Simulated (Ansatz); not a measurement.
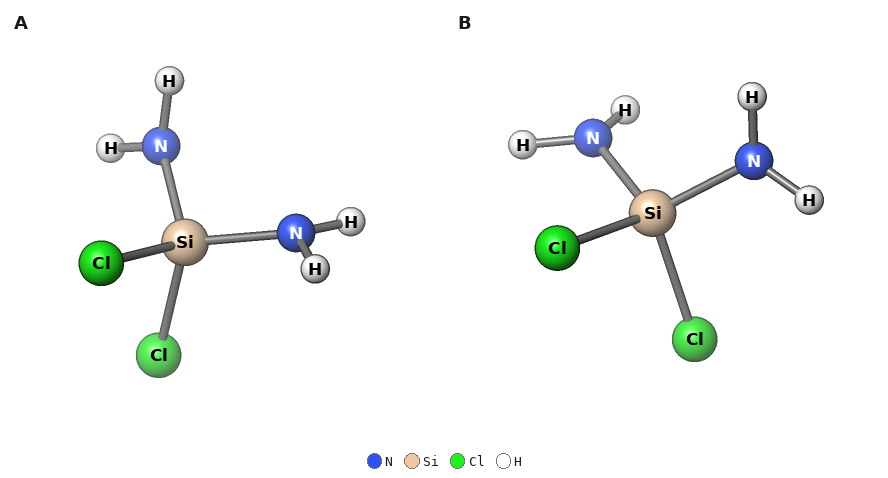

Distant atoms are faded towards the background colour. The geometry was computed by an optimisation with PBE0-D4/def2-TZVP.

> Are A and B the same structure? If not, how do they differ?

No. They are mirror images that no rotation superimposes: the geometry of Cl2H4N2Si is chiral (C2), and the handedness lies in its shape, not in a labelled carbon stereocentre. Their energies are equal.
